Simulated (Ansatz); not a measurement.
# HF/aug-cc-pVDZ run of SiH2O2 (SMILES O[Si]O)

What is the vertical ionisation energy of SiH2O2 at HF/aug-cc-pVDZ? 

The calculation is run with Ansatz 0.2.0.

64 further runs of the same task are left out: 64 set aside as unsound or not needed.

## 1. The system as given

The species is SiH2O2 (5 atoms), meant as a singlet with charge 0. SMILES: `O[Si]O`. The coordinates come from a PBE0-D4/def2-TZVP relaxation. This is one conformer, not always the lowest.

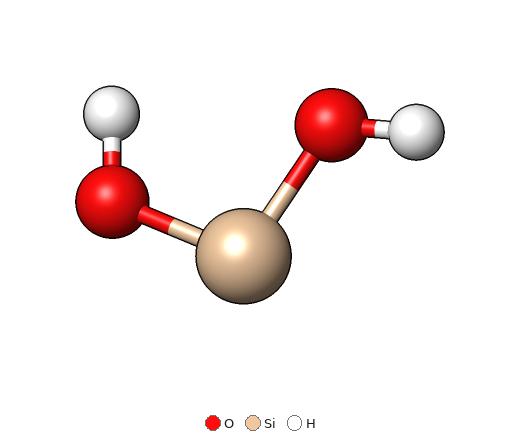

The structure, seen from a chosen angle (oxygen red, silicon light orange, hydrogen white).

## 2. The energy at HF/aug-cc-pVDZ

The input, run.yaml:

```yaml
crystal:
  periodic: [false, false, false]
  atoms:
    - symbol: O
      position_ang: [-1.443200, -0.105600, -0.275000]
    - symbol: Si
      position_ang: [-0.212000, -0.791300, 0.567700]
    - symbol: O
      position_ang: [1.036000, 0.187500, 0.068600]
    - symbol: H
      position_ang: [-1.231900, 0.648900, -0.836100]
    - symbol: H
      position_ang: [1.901100, -0.013100, 0.433400]
basis:
  gaussian: {orbitals: aug-cc-pVDZ}
output: {orbitals: {seedname: orbitals}}
hamiltonian: {xc: hf}
accuracy: high
```

Run with:

```bash
$ ansatz run run.yaml --threads 1 --pin off --max-ram 3480MiB --events-out events.jsonl --progress --plain --runs-dir runs
```

The program printed:

```text
Warning: RAYON_NUM_THREADS=1 ignored (pool sized by the plan → 1); use --threads N
Functional definition: HF
  name "HF"
  exchange = exact_x
  correlation = 0
1788 factors; integrals over basis functions are off by at most 3.4e-9 eV
mean field evaluation 1: about -11966.0727 eV, gradient 4.9e1 eV
mean field evaluation 2: about -11966.0775 eV, gradient 4.9e1 eV
mean field evaluation 4: about -11970.5041 eV, gradient 2.6e0 eV
mean field evaluation 8: about -11970.5392 eV, gradient 2.5e-4 eV
mean field -11970.53919218 eV, -439.9092013897 hartree, gradient 2.4e-8 eV, S^2 0.000000; 0 other end points of the search recorded, 0 dependent functions left out
reference -11970.53919218 eV, -439.9092013897 hartree; 16, 16 occupied and 75, 75 virtual orbitals, 1788 factors
Total energy: -11970.53919218 eV, -439.9092013897 hartree
```

Wall time 2 s (1 thread of Arm Neoverse V2, shared host); peak memory 0.22 GiB.

## 3. The doublet cation

The input, input.yaml:

```yaml
crystal:
  periodic: [false, false, false]
  atoms:
    - symbol: O
      position_ang: [-1.443200, -0.105600, -0.275000]
    - symbol: Si
      position_ang: [-0.212000, -0.791300, 0.567700]
    - symbol: O
      position_ang: [1.036000, 0.187500, 0.068600]
    - symbol: H
      position_ang: [-1.231900, 0.648900, -0.836100]
    - symbol: H
      position_ang: [1.901100, -0.013100, 0.433400]
basis:
  gaussian: {orbitals: aug-cc-pVDZ}
total_charge: 1
magnetization: {spin_polarized: true, initial_magnetization: 1}
hamiltonian: {xc: hf}
accuracy: high
output: {orbitals: {seedname: orbitals}}
```

Run with:

```bash
$ ansatz run input.yaml --threads 1 --pin off --max-ram 3480MiB --events-out events.jsonl --progress --plain --runs-dir runs
```

The program printed:

```text
Warning: RAYON_NUM_THREADS=1 ignored (pool sized by the plan → 1); use --threads N
[... 4 set-up lines as earlier in the session ...]
1786 factors; integrals over basis functions are off by at most 3.4e-9 eV
mean field evaluation 1: about -11950.7141 eV, gradient 5.4e1 eV
mean field evaluation 2: about -11950.7185 eV, gradient 5.4e1 eV
mean field evaluation 4: about -11961.6509 eV, gradient 3.2e0 eV
mean field evaluation 8: about -11961.7813 eV, gradient 2.0e-1 eV
mean field evaluation 16: about -11958.7813 eV, gradient 2.8e0 eV
mean field evaluation 32: about -11957.8229 eV, gradient 5.9e0 eV
mean field -11961.78218214 eV, -439.5873872065 hartree, gradient 2.1e-8 eV, S^2 0.759398; 0 other end points of the search recorded, 0 dependent functions left out
reference -11961.78218214 eV, -439.5873872065 hartree; 16, 15 occupied and 75, 76 virtual orbitals, 1786 factors
Total energy: -11961.78218214 eV, -439.5873872065 hartree
```

Wall time 3.3 s (1 thread of Arm Neoverse V2, shared host); peak memory 0.26 GiB.

## 4. Results

Level: HF/aug-cc-pVDZ.

```
                                          quantity          value
                      singlet SiH2O2: total energy  -439.90920 Eh
                       singlet SiH2O2: HOMO energy       -9.75 eV
                       singlet SiH2O2: LUMO energy        1.00 eV
                     singlet SiH2O2: HOMO–LUMO gap       10.75 eV
                      doublet cation: total energy  -439.58739 Eh
doublet cation: HOMO energy (highest over α and β)      -19.76 eV
 doublet cation: LUMO energy (lowest over α and β)       -7.89 eV
                              doublet cation: ⟨S²⟩          0.759
vertical ionisation energy (to the doublet cation)       8.757 eV
```

**Reading.** Removing an electron at fixed nuclei costs 8.76 eV (845 kJ/mol). −ε(HOMO) before ionisation, 9.75 eV, is 1.00 eV above this ionisation energy.
